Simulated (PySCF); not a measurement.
## A study: C$_{8}$H$_{22}$N$_{2}$Si, SMILES `CCN(CC)[SiH2]N(CC)CC`

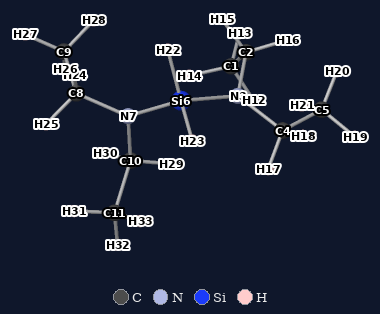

The molecule, with its atoms numbered as below. No frequency check shows the geometry to be a minimum.

Cartesian coordinates (Å):

```
C1       1.0152    1.9719   -1.5132
C2       1.6094    1.5469   -0.1694
N3       1.4252    0.1387    0.0959
C4       2.4867   -0.7227   -0.3614
C5       3.6485   -0.8041    0.6304
Si6      0.1183   -0.4163    1.0599
N7      -1.3720   -0.2306    0.2215
C8      -2.5896    0.1903    0.8738
C9      -2.9394    1.6419    0.5403
C10     -1.5320   -0.7457   -1.1184
C11     -1.9657   -2.2125   -1.1514
H12      1.4515    1.3917   -2.3235
H13      1.2112    3.0259   -1.6968
H14     -0.0583    1.8073   -1.5073
H15      1.1270    2.1198    0.6261
H16      2.6782    1.7866   -0.1519
H17      2.0813   -1.7252   -0.5125
H18      2.8565   -0.3626   -1.3285
H19      4.4264   -1.4622    0.2510
H20      4.0785    0.1801    0.8001
H21      3.2869   -1.1880    1.5805
H22     -0.0147    0.3952    2.2740
H23      0.4422   -1.8112    1.3967
H24     -2.4594    0.0949    1.9530
H25     -3.4198   -0.4619    0.5807
H26     -3.0943    1.7653   -0.5291
H27     -3.8473    1.9413    1.0584
H28     -2.1248    2.2930    0.8472
H29     -0.5716   -0.6529   -1.6304
H30     -2.2666   -0.1378   -1.6586
H31     -2.9244   -2.3444   -0.6550
H32     -2.0586   -2.5544   -2.1795
H33     -1.2284   -2.8252   -0.6395
```

Part 1: Bonding charge

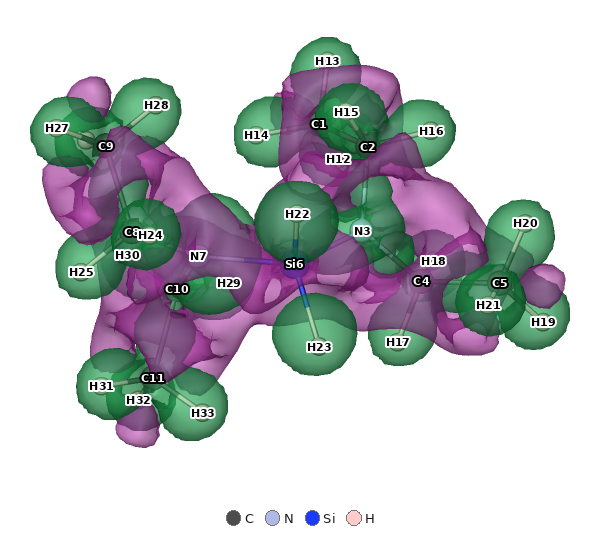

Deformation density (molecule less spherical, spin-averaged free atoms at the same positions), surfaces at ±0.05 e/Å³; green: gain, purple: loss.

Level of theory: TPSS/6-31G* (PySCF), at a geometry from GFN2-xTB.

Q: Describe the bonding that the map shows.

A: The five largest and four smallest: C10–H29: +0.66 e/Å³ at the bond critical point (bond length 1.09 Å, Mayer order 0.9). C8–H24: +0.66 e/Å³ at the bond critical point (bond length 1.09 Å, Mayer order 0.9). C4–H17: +0.66 e/Å³ at the bond critical point (bond length 1.09 Å, Mayer order 0.9). C2–H15: +0.65 e/Å³ at the bond critical point (bond length 1.09 Å, Mayer order 0.9). C2–H16: +0.64 e/Å³ at the bond critical point (bond length 1.10 Å, Mayer order 0.9). Si6–H22: +0.19 e/Å³ at the bond critical point (bond length 1.47 Å, Mayer order 0.9). Si6–H23: +0.19 e/Å³ at the bond critical point (bond length 1.47 Å, Mayer order 0.9). N3–Si6: +0.10 e/Å³ at the bond critical point (bond length 1.72 Å, Mayer order 1.0); up to 0.6 Å beside the axis the gain reaches +0.40 e/Å³. Si6–N7: +0.10 e/Å³ at the bond critical point (bond length 1.72 Å, Mayer order 1.0); up to 0.6 Å beside the axis the gain reaches +0.40 e/Å³. In all, 6.4 electrons gather in the regions of gain relative to the promolecule. A small or negative value marks a very polar bond, one between electron-rich atoms, whose free-atom densities already overlap strongly, a long bond to a heavier atom, or a closed-shell contact such as a hydrogen bond.

Part 2: Electrostatic potential

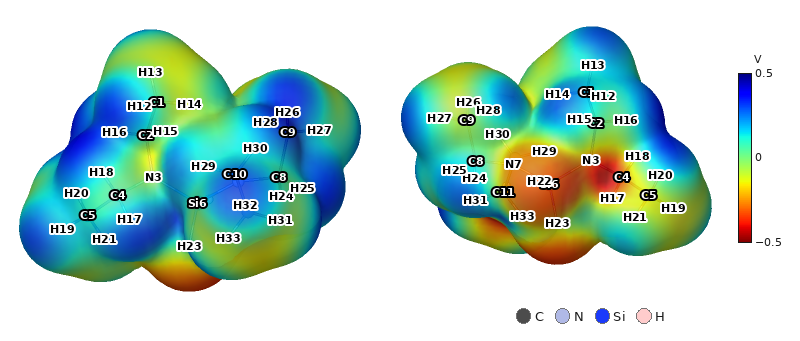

Electrostatic potential on the surface of electron density 0.001 a.u. (back view left, front view right).

Q: Where are the extremes of the potential on the surface?

A: Highest: 0.38 V, 1.4 Å from H18. Lowest: −0.44 V, over N3, off the plane of its three bonds (2.1 Å). Further minima include −0.36 V, 1.5 Å from H23; −0.34 V, 1.5 Å from H22. The surface is sampled at points, so like sites can differ by a few per cent and only the strongest of them is named.

Part 3: In an electric field

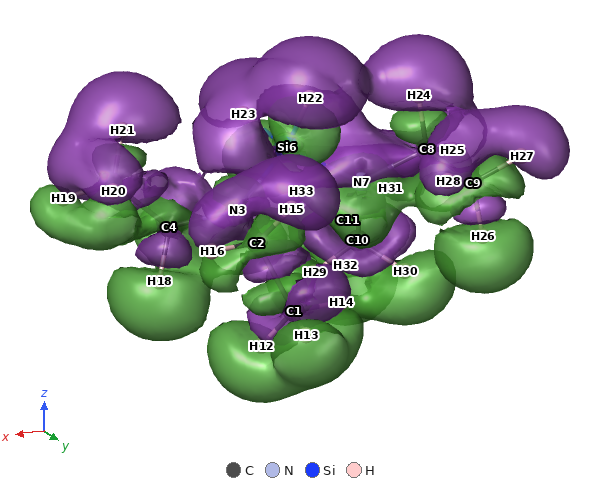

Change of the electron density in a uniform field of 0.41 V/Å, surfaces at ±0.0015 e/Å³ (purple: gain, green: loss).

Method: BLYP/6-31G*; geometry: GFN2-xTB; program: PySCF. A basis without diffuse functions makes polarisabilities too small.

The field was applied in both directions; the picture shows the one opposite to the script's first.

Q: Along which Cartesian direction does the field point?

A: Along −z: electrons gather on the +z side, against the field.

Q: How large is the response?

A: The induced dipole is 2.25 D (along the field); α along this axis, from the fields in both directions, is 111 bohr³ (16.4 Å³).

Part 4: Localised orbitals

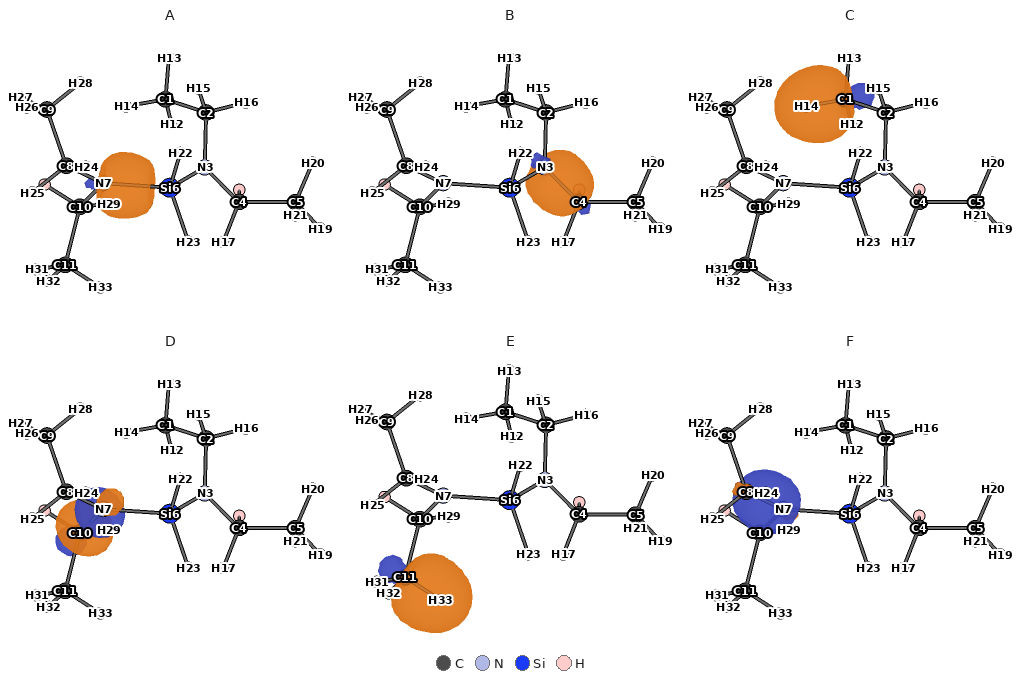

Intrinsic bond orbitals (IBO), occupied and valence-virtual; each surface holds about 80 % of the orbital's density. Energies are diagonal elements of the Fock matrix.

Method: PBE/6-31+G*; geometry: GFN2-xTB; program: PySCF.

Q: What does each orbital represent in a Lewis picture?

A: By panel:
- A: σ bond N7–Si6 (N7 71 %, Si6 27 %; −13.5 eV)
- B: σ bond N3–C4 (N3 57 %, C4 42 %; −15.3 eV)
- C: σ bond C1–H14 (C1 57 %, H14 42 %; −11.2 eV)
- D: σ* orbital C10–N7 (C10 57 %, N7 42 %; 8.6 eV)
- E: σ bond C11–H33 (C11 57 %, H33 42 %; −11.3 eV)
- F: σ bond N7–C8 (N7 57 %, C8 42 %; −15.2 eV)

The PySCF runs shown took 88 s, 2.4 min and 75 s on 1 thread of Intel(R) Xeon(R) 6975P-C (Granite Rapids) (shared host).
